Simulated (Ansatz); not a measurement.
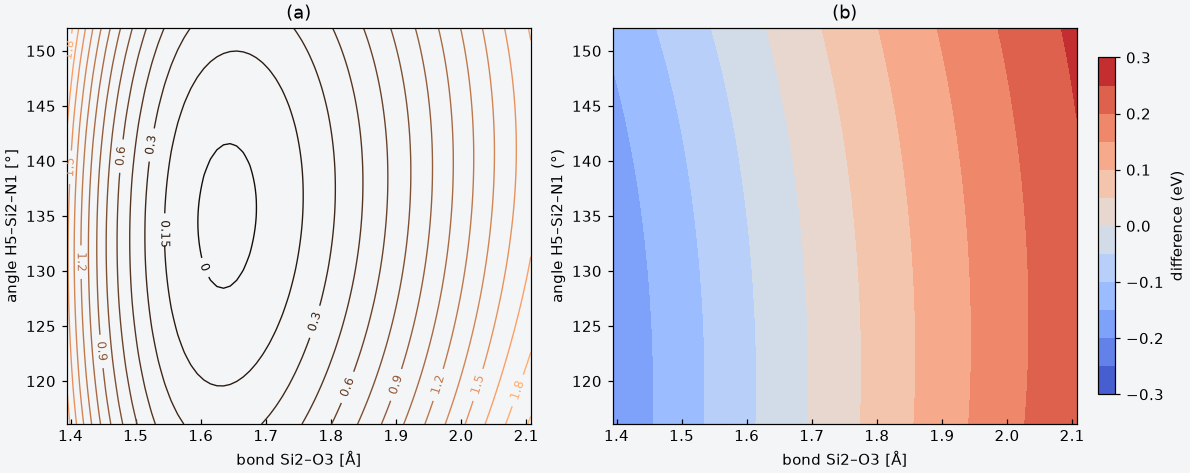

H₃NOSi, SMILES N=[SiH]O. 
- Two internal coordinates are moved rigidly from the geometry relaxed at PBE0-D4/def2-TZVP, all others fixed.
- First axis: bond Si2–O3. Second axis: angle H5–Si2–N1.
- The scan uses a 7 × 7 grid.
- Points are written as (first, second).
- Energies: eV, counted from each map's own lowest point.
- The calculation used Ansatz, RKS PBE-D4/def2-TZVPP.

Panel (a): RKS PBE-D4/def2-TZVPP in Ansatz. Panel (b): the map at RKS PBE0-D4/def2-TZVPP in Ansatz 0.2.0 less the map of (a), each from its own lowest point.

How does the change of method alter the landscape?

Answer. The difference runs from −0.19 eV at (1.394 Å, 116.1°) to 0.26 eV at (2.107 Å, 152.1°). The interpolated minimum moves from 1.6401 to 1.6214 Å in bond Si2–O3 and 135.11 to 134.14° in angle H5–Si2–N1.
